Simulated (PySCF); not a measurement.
Molecule: C₅H₁₀FOPSi, SMILES CC(=O)P1C[C@H](F)[C@H]1[SiH3].

```xyz
19

C      2.6120     1.0292    -0.4919
C      1.1384     1.0112    -0.1947
O      0.6569     1.5788     0.7576
P      0.0360     0.1770    -1.4760
C      0.3600    -1.6191    -0.9950
C     -0.5875    -1.4424     0.1854
F     -1.3315    -2.5473     0.5009
C     -1.3942    -0.2485    -0.3416
Si    -2.1845     1.0057     0.8493
H      2.9852     0.0170    -0.7120
H      2.7891     1.6401    -1.3917
H      3.1576     1.4616     0.3573
H     -0.0904    -2.2617    -1.7673
H      1.3843    -1.9613    -0.7885
H     -0.0228    -1.1499     1.0885
H     -2.1827    -0.6353    -1.0111
H     -3.6429     0.6707     0.9390
H     -1.6127     0.8973     2.2207
H     -2.0847     2.3959     0.3184
```

Vertical TDDFT excitations, CAM-B3LYP/def2-SVPD, PySCF, at a PBE0-D3(BJ)/def2-SVP geometry (no frequency check), gas phase.

Where does it absorb, and how strongly?

The lowest singlet lies at 3.88 eV (320 nm, f = 0.006); the brightest of the first 10 is S7 at 7.01 eV (177 nm), f = 0.058, mainly HOMO−1 → LUMO+1 (72 %). No singlet lies below 3.1 eV (beyond 400 nm), so at this level no vertical transition falls in the visible.


```
state  E (eV)  λ (nm)      f          main character
   S1    3.88     320  0.006      HOMO → LUMO (76 %)
   S2    5.55     223  0.035    HOMO−1 → LUMO (61 %)
   S3    5.83     213  0.040    HOMO → LUMO+1 (72 %)
   S4    6.56     189  0.041    HOMO → LUMO+3 (64 %)
   S5    6.71     185  0.029    HOMO → LUMO+2 (69 %)
   S6    6.83     181  0.040    HOMO−2 → LUMO (64 %)
   S7    7.01     177  0.058  HOMO−1 → LUMO+1 (72 %)
   S8    7.24     171  0.028    HOMO → LUMO+5 (64 %)
   S9    7.34     169  0.006    HOMO−3 → LUMO (71 %)
  S10    7.61     163  0.003  HOMO−2 → LUMO+1 (40 %)
```

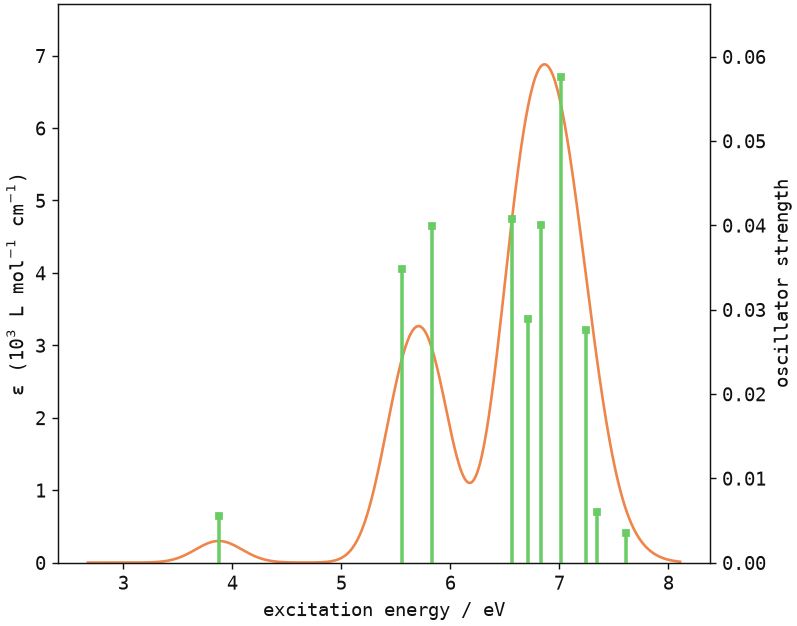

Only the first 10 singlet excitations are included; each is broadened by a Gaussian of 1/e half-width 0.30 eV. Sticks give oscillator strengths (right axis).

Known limits of this run: one conformer of a flexible molecule; core orbitals are frozen in the response.
